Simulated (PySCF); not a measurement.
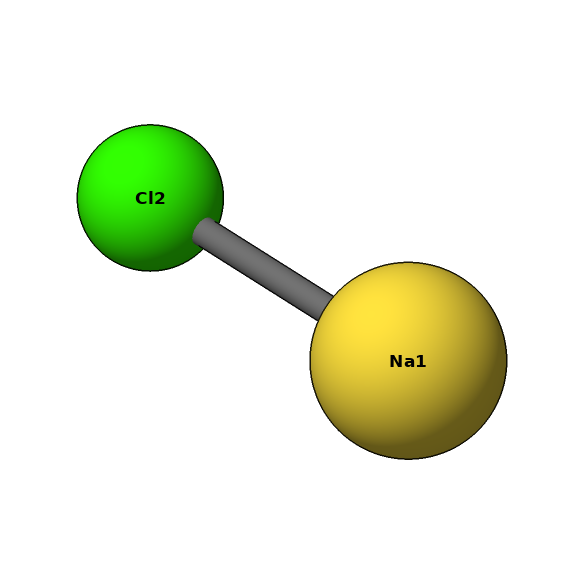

Numbered structure. Computed geometry: PBE0-D3(BJ)/def2-SVP optimisation. No frequency run is at hand to confirm it as a minimum.

Give the bond lengths.

| bond | length (Å) |
| --- | --- |
| Na1–Cl2 | 2.339 |
